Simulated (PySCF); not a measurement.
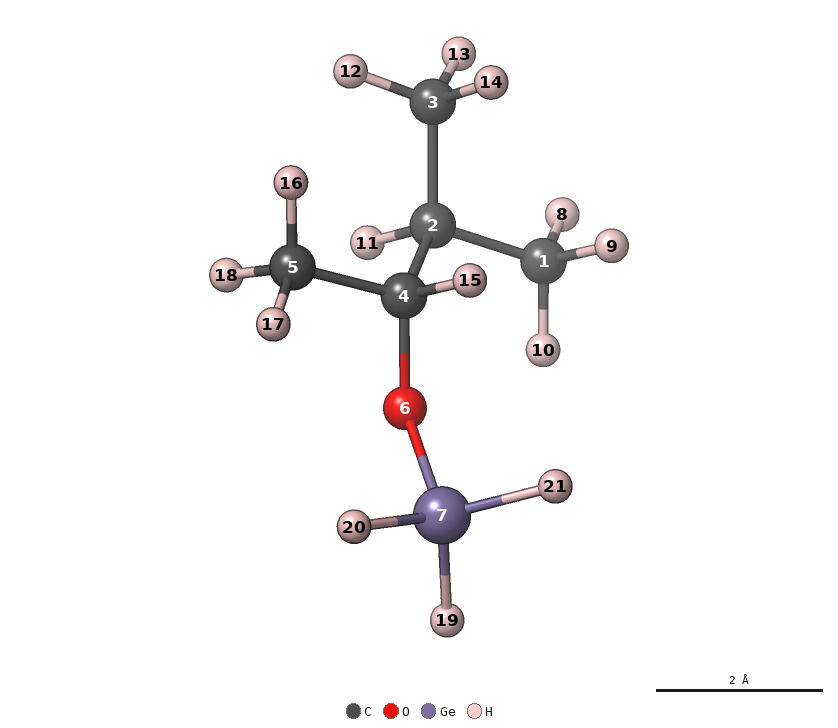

Orthographic view. Atoms fade into the background with distance from the viewer. The geometry was computed by an optimisation with PBE0-D3(BJ)/def2-SVP. No frequency run is at hand to confirm it as a minimum.

List the bonded neighbours of every atom.

C1: C2, H8, H9, H10
C2: C1, C3, C4, H11
C3: C2, H12, H13, H14
C4: C2, C5, O6, H15
C5: C4, H16, H17, H18
O6: C4, Ge7
Ge7: O6, H19, H20, H21
(terminal hydrogens appear only as neighbours)
